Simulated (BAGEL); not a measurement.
**HF/3-21G (density fitting with qzvpp-jkfit) run of Si2H4ClF (SMILES F[SiH2][SiH2]Cl)**

Aim: the vertical ionisation energy of Si2H4ClF at HF/3-21G (density fitting with qzvpp-jkfit), from 2 runs. 

Program for the calculation: BAGEL 1.2.2.

1 further run of the same task is left out (set aside as unsound or not needed).

## (1) The structure to begin with

The species is Si2H4ClF (8 atoms), meant as a singlet with charge 0. SMILES: `F[SiH2][SiH2]Cl`. The coordinates come from a PBE0-D4/def2-TZVP relaxation. This is one conformer, not always the lowest.

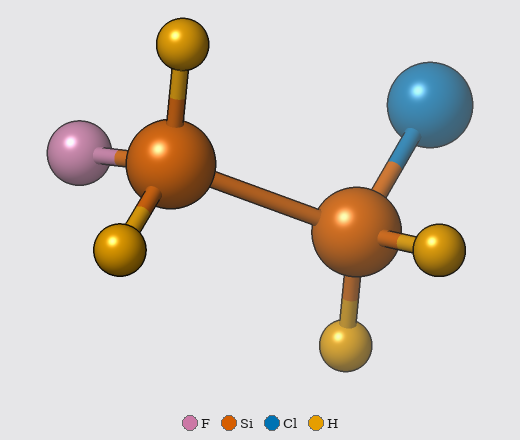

The structure, seen from a chosen angle (fluorine pink, silicon orange, chlorine blue, hydrogen amber).

## (2) The energy at HF/3-21G (density fitting with qzvpp-jkfit)

File job.json:

```json
{ "bagel": [

{
  "title": "molecule",
  "basis": "3-21g",
  "df_basis": "qzvpp-jkfit",
  "angstrom": "true",
  "geometry": [
    { "atom": "F", "xyz": [      -1.769500,       1.438200,       0.046900 ] },
    { "atom": "Si", "xyz": [      -0.188800,       1.181000,       0.127500 ] },
    { "atom": "Si", "xyz": [       0.236500,      -1.123800,       0.039500 ] },
    { "atom": "Cl", "xyz": [      -0.336000,      -1.852100,      -1.800600 ] },
    { "atom": "H", "xyz": [       0.454900,       1.880200,      -1.013000 ] },
    { "atom": "H", "xyz": [       0.306000,       1.751900,       1.408000 ] },
    { "atom": "H", "xyz": [       1.691600,      -1.373700,       0.207100 ] },
    { "atom": "H", "xyz": [      -0.509700,      -1.867300,       1.084900 ] }
  ]
},

{
  "title": "hf"
},

{
  "title": "print",
  "file": "orbitals.molden",
  "orbitals": "true"
}

]}
```

The run is started by

```
$ BAGEL_NUM_THREADS=1 BAGEL job.json > job.out
```

Output:

```text
* using 1 threads per process

  ===============================================================
  ===============================================================

  *** Geometry ***

  { "atom" : "F", "xyz" : [     -3.343870,      2.717804,      0.088628 ] },
  { "atom" : "Si", "xyz" : [     -0.356780,      2.231767,      0.240940 ] },
  { "atom" : "Si", "xyz" : [      0.446920,     -2.123674,      0.074644 ] },
  { "atom" : "Cl", "xyz" : [     -0.634948,     -3.499962,     -3.402641 ] },
  { "atom" : "H", "xyz" : [      0.859636,      3.553063,     -1.914293 ] },
  { "atom" : "H", "xyz" : [      0.578256,      3.310611,      2.660734 ] },
  { "atom" : "H", "xyz" : [      3.196661,     -2.595917,      0.391362 ] },
  { "atom" : "H", "xyz" : [     -0.963193,     -3.528686,      2.050164 ] },

  Number of auxiliary basis functions:      533

  Since a DF basis is specified, we compute 2- and 3-index integrals:
    o Being stored without compression. Storage requirement is 0.013 GB

  Number of basis functions:       56
  Number of electrons      :       58

    * METHOD: MOLECULE                             0.19

  *** RHF ***

  === Nuclear Repulsion ===
   269.2728270419

      * DIIS with orbital gradients will be used.

  === RHF iteration (3-21g) ===
      0      -1133.26530204          0.01835729           0.06
      1      -1133.35729897          0.01088247           0.05
      2      -1133.38632550          0.00096289           0.05
      3      -1133.38684566          0.00021138           0.05
      4      -1133.38687870          0.00005229           0.05
      5      -1133.38688086          0.00001473           0.05
      6      -1133.38688105          0.00000330           0.05
      7      -1133.38688106          0.00000051           0.05
      8      -1133.38688106          0.00000015           0.05
      9      -1133.38688106          0.00000007           0.06
     10      -1133.38688106          0.00000002           0.05
     11      -1133.38688106          0.00000000           0.05
    * SCF iteration converged.

    * Permanent dipole moment:
           (   -0.931938,    -0.360378,    -0.970862) a.u.

    * METHOD: HF                                   0.76

    * METHOD: PRINT                                0.01

  ===============================================================
```

It took 1.1 s on 1 thread of Arm Neoverse V2, shared host; peak memory 0.098 GiB.

## (3) The doublet cation at the same level

File hf.json:

```json
{ "bagel": [

{
  "title": "molecule",
  "basis": "3-21g",
  "df_basis": "qzvpp-jkfit",
  "angstrom": "true",
  "geometry": [
    { "atom": "F", "xyz": [      -1.769500,       1.438200,       0.046900 ] },
    { "atom": "Si", "xyz": [      -0.188800,       1.181000,       0.127500 ] },
    { "atom": "Si", "xyz": [       0.236500,      -1.123800,       0.039500 ] },
    { "atom": "Cl", "xyz": [      -0.336000,      -1.852100,      -1.800600 ] },
    { "atom": "H", "xyz": [       0.454900,       1.880200,      -1.013000 ] },
    { "atom": "H", "xyz": [       0.306000,       1.751900,       1.408000 ] },
    { "atom": "H", "xyz": [       1.691600,      -1.373700,       0.207100 ] },
    { "atom": "H", "xyz": [      -0.509700,      -1.867300,       1.084900 ] }
  ]
},

{ "title": "uhf", "charge": 1, "nopen": 1 },

{ "title": "print", "file": "orbitals.molden", "orbitals": "true" }

]}
```

The run is started by

```
$ BAGEL_NUM_THREADS=1 BAGEL hf.json > hf.out
```

Output:

```text
* using 1 threads per process

  ===============================================================
  ===============================================================

  *** Geometry ***

  { "atom" : "F", "xyz" : [     -3.343870,      2.717804,      0.088628 ] },
  { "atom" : "Si", "xyz" : [     -0.356780,      2.231767,      0.240940 ] },
  { "atom" : "Si", "xyz" : [      0.446920,     -2.123674,      0.074644 ] },
  { "atom" : "Cl", "xyz" : [     -0.634948,     -3.499962,     -3.402641 ] },
  { "atom" : "H", "xyz" : [      0.859636,      3.553063,     -1.914293 ] },
  { "atom" : "H", "xyz" : [      0.578256,      3.310611,      2.660734 ] },
  { "atom" : "H", "xyz" : [      3.196661,     -2.595917,      0.391362 ] },
  { "atom" : "H", "xyz" : [     -0.963193,     -3.528686,      2.050164 ] },

  Number of auxiliary basis functions:      533

  Since a DF basis is specified, we compute 2- and 3-index integrals:
    o Being stored without compression. Storage requirement is 0.013 GB

  Number of basis functions:       56
  Number of electrons      :       58

    * METHOD: MOLECULE                             0.19

  *** Open-shell HF ***

  === Nuclear Repulsion ===
   269.2728270419

      * DIIS with orbital gradients will be used.

  === UHF iteration (3-21g) ===
      0      -1132.81206920          0.04053608           0.10
      1      -1132.94180902          0.02736791           0.10
      2      -1132.97571192          0.01747115           0.11
      3      -1132.99494615          0.00088257           0.10
      4      -1132.99536717          0.00057140           0.10
      5      -1132.99557887          0.00041226           0.11
      6      -1132.99582926          0.00035486           0.10
      7      -1132.99612170          0.00026815           0.10
      8      -1132.99632715          0.00021200           0.11
      9      -1132.99650003          0.00016056           0.10
     10      -1132.99657586          0.00013135           0.10
     11      -1132.99663906          0.00010852           0.11
     12      -1132.99674272          0.00006318           0.11
     13      -1132.99677014          0.00003893           0.11
     14      -1132.99677734          0.00001885           0.10
     15      -1132.99677837          0.00000982           0.10
     16      -1132.99677844          0.00000671           0.11
     17      -1132.99677863          0.00000388           0.11
     18      -1132.99677867          0.00000305           0.11
     19      -1132.99677868          0.00000257           0.11
     20      -1132.99677871          0.00000171           0.11
     21      -1132.99677873          0.00000106           0.10
     22      -1132.99677873          0.00000047           0.10
     23      -1132.99677874          0.00000030           0.10
     24      -1132.99677874          0.00000025           0.10
     25      -1132.99677874          0.00000022           0.11
     26      -1132.99677874          0.00000020           0.10
     27      -1132.99677874          0.00000019           0.10
     28      -1132.99677874          0.00000018           0.11
     29      -1132.99677874          0.00000017           0.10
     30      -1132.99677874          0.00000015           0.11
     31      -1132.99677874          0.00000014           0.11
     32      -1132.99677874          0.00000012           0.10
     33      -1132.99677874          0.00000010           0.10
     34      -1132.99677874          0.00000009           0.10
     35      -1132.99677874          0.00000007           0.10
     36      -1132.99677874          0.00000006           0.10
     37      -1132.99677874          0.00000004           0.10
     38      -1132.99677874          0.00000003           0.10
     39      -1132.99677874          0.00000002           0.11
     40      -1132.99677874          0.00000001           0.10
     41      -1132.99677874          0.00000001           0.11
    * SCF iteration converged.

    * S^2 (UHF) is 0.7696

    * Permanent dipole moment:
           (   -1.437292,     0.426701,    -0.695957) a.u.

    * METHOD: UHF                                  4.50

    * METHOD: PRINT                                0.01

  ===============================================================
```

Wall time 5.1 s (1 thread of Arm Neoverse V2, shared host); peak memory 0.097 GiB.

## (4) Summary of results

At HF/3-21G (density fitting with qzvpp-jkfit):

| quantity | value |
| --- | --- |
| singlet Si2H4ClF: total energy | -1133.38688 Eh |
| singlet Si2H4ClF: dipole moment | 3.54 D |
| singlet Si2H4ClF: HOMO energy | -11.26 eV |
| singlet Si2H4ClF: LUMO energy | 2.30 eV |
| singlet Si2H4ClF: HOMO–LUMO gap | 13.56 eV |
| doublet cation: total energy | -1132.99678 Eh |
| doublet cation: ⟨S²⟩ | 0.770 |
| vertical ionisation energy (to the doublet cation) | 10.615 eV |

In words: The vertical ionisation energy comes to 10.62 eV (245 kcal/mol). The negative HOMO energy of the first species, 11.26 eV, lies 0.65 eV above that difference.
